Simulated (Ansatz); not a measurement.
**Mo5Si3, pressure series**

Start from Mo5Si3 (space group I4/mcm, No. 140; a = 9.6039 Å, c = 4.8719 Å).

Cell and atoms are relaxed at each pressure.

All numbers come from DFT with PBEsol, PAW potentials and a 420 eV plane-wave cutoff in Ansatz (an electronic-structure program), scalar-relativistic without spin-orbit coupling.

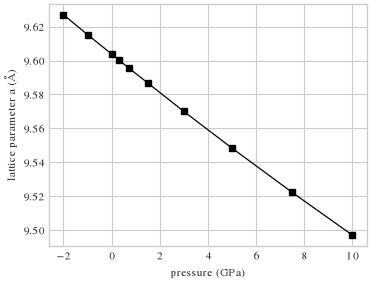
*Lattice parameter a against pressure*

Question: From the plot, what is the lattice parameter a for pressure 3 GPa?

Answer: About 9.57 Å.

Question: Is the trend monotonic over the range shown?

Answer: Yes, it falls throughout, spanning 9.497 Å to 9.627 Å.

Load acts through the strain it causes; cell and atoms are relaxed under it. Whether these cells are dynamically stable was not tested. No other phases were tried under pressure. The final runs are not spin-polarised.
